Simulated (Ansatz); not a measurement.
**BH2F (SMILES BF) at CCSD(T)/cc-pVTZ**

Aim: the energy change on altering one bond length of BH2F at CCSD(T)/cc-pVTZ, from 2 runs. 

The calculation is run with Ansatz 0.2.0.

48 further runs of the same task are left out: 48 set aside as unsound or not needed.

### Step 1. Starting point

BH2F has 4 atoms, charge 0, and is taken as a singlet. SMILES: `BF`. The coordinates come from a PBE0-D4/def2-TZVP relaxation.

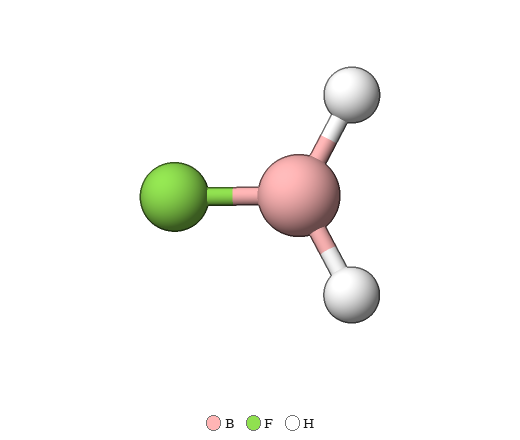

The structure, seen from a chosen angle (boron pink, fluorine green, hydrogen white).

### Step 2. The energy at CCSD(T)/cc-pVTZ

The input, input.yaml:

```yaml
crystal:
  periodic: [false, false, false]
  atoms:
    - {symbol: B, position_ang: [-0.027300, -0.004000, -0.030800]}
    - {symbol: F, position_ang: [1.061200, -0.296700, 0.649900]}
    - {symbol: H, position_ang: [-1.012500, -0.649100, 0.186200]}
    - {symbol: H, position_ang: [0.034200, 0.889600, -0.825600]}
basis:
  gaussian:
    orbitals: cc-pVTZ
accuracy: high
scf:
  omitted_lower_state_checks: [cluster_reference, increment]
correlation:
  method: ccsd_t
  frozen_orbitals: {B: 1, F: 1, H: 0}
```

Started as:

```console
$ ansatz run input.yaml --threads 1 --pin off --max-ram 3480MiB --events-out events.jsonl --progress --plain --runs-dir runs
```

Standard output:

```text
Warning: RAYON_NUM_THREADS=1 ignored (pool sized by the plan → 1); use --threads N
Functional definition: HF
  name "HF"
  exchange = exact_x
  correlation = 0
these checks for a lower state are left out or cut short: cluster_reference, increment
1444 factors; integrals over basis functions are off by at most 3.0e-9 eV
mean field evaluation 1: about -3410.5000 eV, gradient 2.3e1 eV
mean field evaluation 2: about -3410.5020 eV, gradient 2.3e1 eV
mean field evaluation 4: about -3411.5721 eV, gradient 1.9e0 eV
mean field evaluation 8: about -3411.5847 eV, gradient 1.7e-4 eV
mean field -3411.58471503 eV, -125.3734258221 hartree, gradient 1.5e-8 eV, S^2 0.000000; 0 other end points of the search recorded, 0 dependent functions left out
2 core orbitals not correlated: weight in the atoms' cores, before any rotation towards them, 1.000 or more for the frozen orbitals, at most 0.000 for the correlated occupied ones
reference -3411.58471503 eV, -125.3734258221 hartree; 6, 6 occupied and 80, 80 virtual orbitals, 1444 factors
second order -9.73230617 eV of doubles, -0.00000000 eV of singles
cycle   1  -9.83525431 eV  change   -1.0e-1 eV  update   6.8e-2
cycle   2  -10.06160439 eV  change   -2.3e-1 eV  update   2.0e-2
cycle   3  -10.12136162 eV  change   -6.0e-2 eV  update   1.1e-2
cycle   4  -10.11167985 eV  change    9.7e-3 eV  update   2.9e-3
cycle   5  -10.11170726 eV  change   -2.7e-5 eV  update   1.3e-3
cycle   6  -10.11223712 eV  change   -5.3e-4 eV  update   3.1e-4
cycle   7  -10.11205966 eV  change    1.8e-4 eV  update   8.6e-5
cycle   8  -10.11205933 eV  change    3.3e-7 eV  update   1.9e-5
cycle   9  -10.11206801 eV  change   -8.7e-6 eV  update   6.2e-6
cycle  10  -10.11206604 eV  change    2.0e-6 eV  update   1.9e-6
cycle  11  -10.11206695 eV  change   -9.1e-7 eV  update   5.9e-7
cycle  12  -10.11206742 eV  change   -4.7e-7 eV  update   1.9e-7
cycle  13  -10.11206750 eV  change   -7.3e-8 eV  update   6.5e-8
cycle  14  -10.11206755 eV  change   -5.8e-8 eV  update   2.4e-8
cycle  15  -10.11206762 eV  change   -6.9e-8 eV  update   7.5e-8
cycle  16  -10.11206767 eV  change   -5.1e-8 eV  update   2.0e-8
cycle  17  -10.11206767 eV  change    3.3e-9 eV  update   7.2e-9
cycle  18  -10.11206767 eV  change   -2.6e-9 eV  update   2.1e-9
cycle  19  -10.11206767 eV  change   3.9e-10 eV  update  5.7e-10
perturbative correction -0.27942079 eV, -0.0102685245 hartree
Total energy: -3421.97620349 eV, -125.7553059793 hartree
Checks for a lower state left out: cluster_reference, increment
```

Run time: 7.2 s. Hardware: 1 thread of Arm Neoverse V1, shared host; peak memory 0.51 GiB.

### Step 3. The distorted shape at the same level

The input, run.yaml:

```yaml
crystal:
  periodic: [false, false, false]
  atoms:
    - symbol: B
      position_ang: [0.120516, 0.092789, -0.063358]
    - symbol: F
      position_ang: [1.209016, -0.199911, 0.617342]
    - symbol: H
      position_ang: [-1.012500, -0.649100, 0.186200]
    - symbol: H
      position_ang: [0.182016, 0.986389, -0.858158]
basis:
  gaussian: {orbitals: cc-pVTZ}
accuracy: high
scf: {omitted_lower_state_checks: [cluster_reference, increment]}
correlation: {method: ccsd_t, frozen_orbitals: {B: 1, F: 1, H: 0}}
```

Started as:

```console
$ ansatz run run.yaml --threads 1 --pin off --max-ram 3480MiB --events-out events.jsonl --progress --plain --runs-dir runs
```

Standard output:

```text
Warning: RAYON_NUM_THREADS=1 ignored (pool sized by the plan → 1); use --threads N
[... 4 set-up lines as earlier in the session ...]
these checks for a lower state are left out or cut short: cluster_reference, increment
1435 factors; integrals over basis functions are off by at most 2.8e-9 eV
mean field evaluation 1: about -3410.1034 eV, gradient 2.3e1 eV
mean field evaluation 2: about -3410.1054 eV, gradient 2.3e1 eV
mean field evaluation 4: about -3411.2303 eV, gradient 1.9e0 eV
mean field evaluation 8: about -3411.2450 eV, gradient 2.5e-4 eV
mean field -3411.24504126 eV, -125.3609430413 hartree, gradient 2.0e-8 eV, S^2 0.000000; 0 other end points of the search recorded, 0 dependent functions left out
2 core orbitals not correlated: weight in the atoms' cores, before any rotation towards them, 1.000 or more for the frozen orbitals, at most 0.000 for the correlated occupied ones
reference -3411.24504126 eV, -125.3609430413 hartree; 6, 6 occupied and 80, 80 virtual orbitals, 1435 factors
second order -9.74700751 eV of doubles, -0.00000000 eV of singles
cycle   1  -9.85173027 eV  change   -1.0e-1 eV  update   7.0e-2
cycle   2  -10.08907609 eV  change   -2.4e-1 eV  update   2.1e-2
cycle   3  -10.15312108 eV  change   -6.4e-2 eV  update   1.2e-2
cycle   4  -10.14313970 eV  change    1.0e-2 eV  update   2.9e-3
cycle   5  -10.14321683 eV  change   -7.7e-5 eV  update   1.3e-3
cycle   6  -10.14373962 eV  change   -5.2e-4 eV  update   3.3e-4
cycle   7  -10.14353862 eV  change    2.0e-4 eV  update   9.7e-5
cycle   8  -10.14354181 eV  change   -3.2e-6 eV  update   2.3e-5
cycle   9  -10.14355354 eV  change   -1.2e-5 eV  update   7.1e-6
cycle  10  -10.14355142 eV  change    2.1e-6 eV  update   2.2e-6
cycle  11  -10.14355255 eV  change   -1.1e-6 eV  update   7.2e-7
cycle  12  -10.14355304 eV  change   -4.9e-7 eV  update   2.3e-7
cycle  13  -10.14355314 eV  change   -9.2e-8 eV  update   7.8e-8
cycle  14  -10.14355314 eV  change   -2.6e-9 eV  update   3.0e-8
cycle  15  -10.14355312 eV  change    1.6e-8 eV  update   1.7e-8
cycle  16  -10.14355328 eV  change   -1.6e-7 eV  update   9.1e-8
cycle  17  -10.14355324 eV  change    3.7e-8 eV  update   2.6e-8
cycle  18  -10.14355324 eV  change   -1.5e-9 eV  update   7.3e-9
cycle  19  -10.14355325 eV  change   -2.4e-9 eV  update   2.2e-9
cycle  20  -10.14355325 eV  change   3.9e-10 eV  update  7.2e-10
perturbative correction -0.28600817 eV, -0.0105106064 hartree
Total energy: -3421.67460267 eV, -125.7442223539 hartree
Checks for a lower state left out: cluster_reference, increment
```

Run time: 7.5 s. Hardware: 1 thread of Arm Neoverse V1, shared host; peak memory 0.51 GiB.

### Step 4. Results

Level: CCSD(T)/cc-pVTZ, 2 core orbitals frozen.

```
                                                         quantity          value
                                        first shape: total energy  -125.75531 Eh
         first shape: correlation energy (2 core orbitals frozen)     -381.9 mEh
                                      first shape: (T) correction     -10.27 mEh
                                       first shape: T1 diagnostic          0.013
                                    distorted shape: total energy  -125.74422 Eh
     distorted shape: correlation energy (2 core orbitals frozen)     -383.3 mEh
                                  distorted shape: (T) correction     -10.51 mEh
                                   distorted shape: T1 diagnostic          0.013
energy change with the B1–H3 bond stretched from 1.197 to 1.377 Å       0.302 eV
```

**Reading.** With the B1–H3 bond stretched from 1.197 to 1.377 Å the energy rises by 0.30 eV (29.1 kJ/mol). The first shape isn't relaxed at this level, so the change isn't measured from a minimum. The triples (first shape) make up 2.7 % of the correlation energy. The triples (distorted shape) make up 2.7 % of the correlation energy.
